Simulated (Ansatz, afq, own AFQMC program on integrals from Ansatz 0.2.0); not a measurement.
# CH₃Al (singlet): AFQMC on the coupled-cluster ladder at distance Al1–C2 = 2.491 Å, cc-pVDZ, part 2 of 2

Ansatz 0.2.0, Gaussian basis, and an in-house AFQMC program (afq) on its integrals; all values are calculated; cc-pVDZ, frozen cores. The steps go on from the part before.

**13. CCSDT(Q) on UHF**

Contents of in.yaml:

```yaml
crystal:
  periodic: [false, false, false]
  atoms:
    - {symbol: Al, position_ang: [-0.031924, 0.000000, 0.821470]}
    - {symbol: C, position_ang: [0.063068, -0.000001, -1.667718]}
    - {symbol: H, position_ang: [0.151593, 0.000001, 2.383484]}
    - {symbol: H, position_ang: [-0.024266, 0.912507, -2.250368]}
    - {symbol: H, position_ang: [-0.024266, -0.912509, -2.250367]}
basis:
  gaussian: {orbitals: cc-pVDZ}
magnetization: {spin_polarized: true, initial_magnetization: 0}
correlation: {method: ccsdt_q, electrons: outside_noble_gas}
```

Started as:

```console
$ ansatz run in.yaml --threads 1 --pin off --events-out ev --progress --plain --max-ram 1382MiB
```

What it wrote, shortened:

```text
Functional definition: HF
  name "HF"
  cite "Fock, Z. Phys. 61, 126 (1930) doi:10.1007/BF01340294"
  parent pbe
[...]
867 factors; integrals over basis functions are off by at most 2.3e-7 eV
[...]
mean field -7656.51733786 eV, -281.3718223924 hartree, gradient 2.5e-6 eV, S^2 1.206684; 22 other end points of the search recorded, 0 dependent functions left out
determinant -7656.51733786 eV, -281.3718223924 hartree, with singles and doubles -7662.08855553 eV, -281.5765608657 hartree
determinant -7656.26633776 eV, -281.3625983088 hartree, with singles and doubles -7661.61085913 eV, -281.5590058467 hartree
determinant -7655.74554893 eV, -281.3434596725 hartree, with singles and doubles -7661.46512609 eV, -281.5536502561 hartree
determinant -7655.70889813 eV, -281.3421127805 hartree, with singles and doubles -7661.72544415 eV, -281.5632167684 hartree
[...]
determinant -7655.70889813 eV, -281.3421127805 hartree, with singles and doubles -7662.04839192 eV, -281.5750848802 hartree
determinant -7655.09928317 eV, -281.3197098438 hartree, with singles and doubles -7662.02788288 eV, -281.5743311867 hartree
determinant -7653.19982714 eV, -281.2499061221 hartree, with singles and doubles -7659.35278845 eV, -281.4760232798 hartree
6 core orbitals not correlated: weight in the atoms' cores, before any rotation towards them, 1.000 or more for the frozen orbitals, at most 0.000 for the correlated occupied ones
reference -7656.51733786 eV, -281.3718223924 hartree; 5, 5 occupied and 36, 36 virtual orbitals, 867 factors
second order -4.31239402 eV of doubles, -0.00000000 eV of singles
cycle   1  -4.97042658 eV  change   -6.6e-1 eV  update   9.6e-2
[...]
cycle  46  -5.99857398 eV  change   -2.1e-7 eV  update   1.3e-7
perturbative correction -0.06019165 eV, -0.0022120022 hartree
Total energy: -7662.57610348 eV, -281.5944779223 hartree
```

It took 65 s on 1 thread of Arm Neoverse V1, shared host; peak memory 0.35 GiB.

From the report: ⟨S²⟩ of the determinant 1.207 (pure singlet: 0.00); correlation -6.0588 eV; T1 0.111; largest double amplitude 0.38. The determinant is far from a pure spin state, so its energy mixes those of several spin states (harmless only where they are near-degenerate, as at dissociation).

**14. Phaseless AFQMC, CISD trial on UHF**

It reads the integrals that the CCSD(T) run on this determinant wrote.

Started as:

```console
$ afq ham --method phaseless --trial cisd --walkers 60 --populations 1 --least-time 40 --time-step 0.005 --steps-per-block 50 --equilibration-blocks 40 --max-blocks 300 --target-error 0.00076 --factor-cut 1e-05 --start spin_pure --seed 5146 --release-times 0.24,0.51,0.99,1.62,2.4 --release-step 0.03 --release-every 4 --taylor-order 6
```

What it wrote:

```text
orbitals 41  electrons 5 5  factors 310 of 443
reference energy -281.37182128 Eh
CCSD correlation -0.20653072 Eh in 22 cycles, weight of the determinant in the CISD state 0.7509
energy of the start -281.528626 Eh
 block  time / (1/Eh)  mean weight  energy / Eh
     1     0.250  1.0006  -281.547857
     2     0.500  1.0020  -281.562681
     3     0.750  0.9993  -281.572162
     4     1.000  1.0010  -281.581876
     5     1.250  0.9998  -281.585121
     6     1.500  1.0013  -281.593112
     7     1.750  1.0006  -281.580181
     8     2.000  1.0005  -281.588977
     9     2.250  1.0009  -281.591163
    10     2.500  1.0002  -281.594311
    17     4.250  1.0011  -281.588427
    25     6.250  0.9989  -281.603561
    33     8.250  0.9990  -281.601392
    41    10.250  1.0025  -281.579506
    49    12.250  1.0004  -281.594915
    57    14.250  0.9989  -281.595426
    65    16.250  0.9982  -281.596958
    73    18.250  0.9996  -281.595453
    81    20.250  1.0013  -281.587425
    89    22.250  1.0031  -281.589888
    97    24.250  0.9998  -281.602482
   105    26.250  1.0014  -281.602739
   113    28.250  1.0006  -281.594125
   121    30.250  1.0011  -281.582944
   129    32.250  1.0003  -281.597745
   137    34.250  0.9983  -281.589078
   145    36.250  1.0002  -281.591871
   153    38.250  0.9996  -281.591731
   161    40.250  1.0006  -281.604513
   169    42.250  0.9983  -281.593055
   177    44.250  0.9989  -281.592680
   185    46.250  1.0010  -281.585235
   193    48.250  1.0004  -281.593451
   201    50.250  0.9971  -281.578278
   209    52.250  0.9994  -281.588817
   217    54.250  0.9987  -281.603512
   225    56.250  0.9993  -281.586394
   233    58.250  0.9995  -281.590581
   241    60.250  1.0017  -281.591379
   249    62.250  0.9994  -281.583929
   257    64.250  0.9999  -281.592571
   265    66.250  0.9989  -281.586789
   273    68.250  1.0000  -281.603448
   281    70.250  1.0002  -281.588404
   289    72.250  0.9974  -281.593972
   297    74.250  0.9974  -281.579548
   305    76.250  1.0002  -281.604937
   313    78.250  1.0004  -281.608190
   321    80.250  1.0018  -281.593961
   329    82.250  1.0009  -281.588373
   337    84.250  1.0010  -281.590189
blocks merged  error / Eh  count
     1  0.000452  300
     2  0.000571  150
     4  0.000720  75
     8  0.000916  37
    16  0.000869  18
    32  0.001137  9
released: time / (1/Eh)  energy / Eh  error  mean overlap
  0.24  -281.594894  0.000992  1.0046
  0.51  -281.593473  0.000888  1.0187
  0.99  -281.593676  0.000981  1.0128
  1.62  -281.596371  0.001137  0.9998
  2.40  -281.594068  0.001349  1.0299
energy -281.594122 +/- 0.000916 Eh
```

Run time: 9.8 min. Hardware: 1 thread of Arm Neoverse V1, shared host.

Energy -7662.5664 ± 0.0249 eV. Caveats: constraint bias not in the error; large difference.

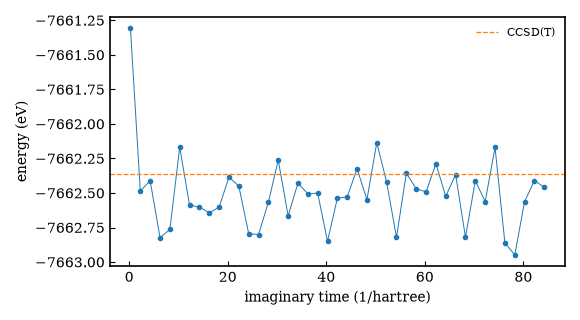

Block energies along the walk.

**15. Phaseless AFQMC, single-determinant trial on UHF**

It reads the integrals that the CCSD(T) run on this determinant wrote.

Started as:

```console
$ afq ham --method phaseless --trial hf --walkers 120 --populations 1 --least-time 40 --time-step 0.005 --steps-per-block 20 --equilibration-blocks 160 --max-blocks 600 --target-error 0.00228 --factor-cut 1e-05 --start spin_pure --seed 7659 --taylor-order 6
```

What it wrote:

```text
orbitals 41  electrons 5 5  factors 310 of 443
reference energy -281.37182128 Eh
CCSD correlation -0.20653072 Eh in 22 cycles, weight of the determinant in the CISD state 0.7509
energy of the start -281.384885 Eh
 block  time / (1/Eh)  mean weight  energy / Eh
     1     0.100  1.0012  -281.424144
     2     0.200  1.0011  -281.455308
     3     0.300  1.0005  -281.473022
     4     0.400  1.0004  -281.491065
     5     0.500  0.9998  -281.503115
     6     0.600  1.0002  -281.520829
     7     0.700  1.0012  -281.528460
     8     0.800  1.0023  -281.526875
     9     0.900  1.0019  -281.531075
    10     1.000  1.0008  -281.538232
    15     1.500  0.9999  -281.571350
    29     2.900  0.9982  -281.567228
    43     4.300  0.9996  -281.585922
    57     5.700  1.0011  -281.587710
    71     7.100  1.0008  -281.584812
    85     8.500  1.0015  -281.604474
    99     9.900  0.9998  -281.584808
   113    11.300  1.0004  -281.598134
   127    12.700  1.0013  -281.575936
   141    14.100  1.0005  -281.609801
   155    15.500  1.0006  -281.571918
   169    16.900  0.9981  -281.612878
   183    18.300  1.0014  -281.676317
   197    19.700  0.9996  -281.601856
   211    21.100  0.9986  -281.566818
   225    22.500  1.0013  -281.585919
   239    23.900  0.9986  -281.589421
   253    25.300  0.9999  -281.611169
   267    26.700  1.0013  -281.576411
   281    28.100  0.9996  -281.582488
   295    29.500  1.0016  -281.600173
   309    30.900  0.9986  -281.599809
   323    32.300  0.9985  -281.583935
   337    33.700  1.0005  -281.596190
   351    35.100  0.9999  -281.592343
   365    36.500  1.0007  -281.582144
   379    37.900  1.0002  -281.586723
   393    39.300  0.9999  -281.609882
   407    40.700  0.9994  -281.600117
   421    42.100  0.9992  -281.598156
   435    43.500  1.0018  -281.576722
   449    44.900  0.9993  -281.573244
   463    46.300  1.0013  -281.596440
   477    47.700  1.0012  -281.629572
   491    49.100  1.0023  -281.616842
   505    50.500  0.9990  -281.593525
   519    51.900  0.9992  -281.602684
   533    53.300  0.9995  -281.596035
   547    54.700  0.9996  -281.569213
   561    56.100  0.9993  -281.566172
blocks merged  error / Eh  count
     1  0.000852  410
     2  0.001137  205
     4  0.001482  102
     8  0.001935  51
    16  0.002204  25
    32  0.002253  12
energy -281.594485 +/- 0.002204 Eh
```

Run time: 4.5 min. Hardware: 1 thread of Arm Neoverse V1, shared host.

Energy -7662.5763 ± 0.0600 eV. Caveats: constraint bias not in the error; large difference.

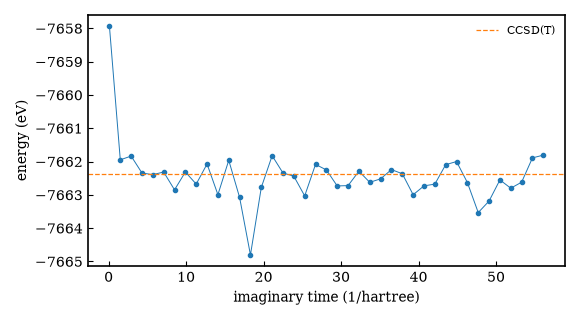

Block energies along the walk.

**16. AFQMC on the ladder**

On the UHF determinant, counted from CCSDT(Q) (a yardstick, not exact):

```csv
level,energy (eV),from CCSDT(Q) (kJ/mol),statistical error (kJ/mol),time
HF,-7656.5173,+584.6,,
MP2,-7660.8297,+168.5,,
CCSD,-7662.1373,+42.3,,
CCSD(T),-7662.3593,+20.9,,
CCSDT(Q),-7662.5761,0.0,,
"Phaseless AFQMC, CISD trial, step 0.005, 60 walkers",-7662.5664,+0.9,2.4,9.8 min
"Phaseless AFQMC, single-determinant trial, step 0.005, 120 walkers",-7662.5763,0.0,5.8,4.5 min
```

The functionals' totals stand on their own zeros and serve differences with other points: PBE -7672.480 eV; r2SCAN -7676.361 eV; PBE0 -7673.189 eV; B3LYP -7678.435 eV; wB97M-V -7676.234 eV; B2PLYP -7673.049 eV.

**17. Outcome**

What follows sums up all 2 parts.

```
                                                      quantity              value
                                  CCSD(T) on UHF from CCSDT(Q)       +20.9 kJ/mol
              Phaseless AFQMC, CISD trial on UHF from CCSDT(Q)  +0.9 ± 2.4 kJ/mol
Phaseless AFQMC, single-determinant trial on UHF from CCSDT(Q)   0.0 ± 5.8 kJ/mol
```

**Reading.** On UHF the phaseless walk with the CISD trial lies +0.9 kJ/mol from CCSDT(Q), within three error bars. Error bars are statistical and leave out the constraint, the time step and what remains of the start.
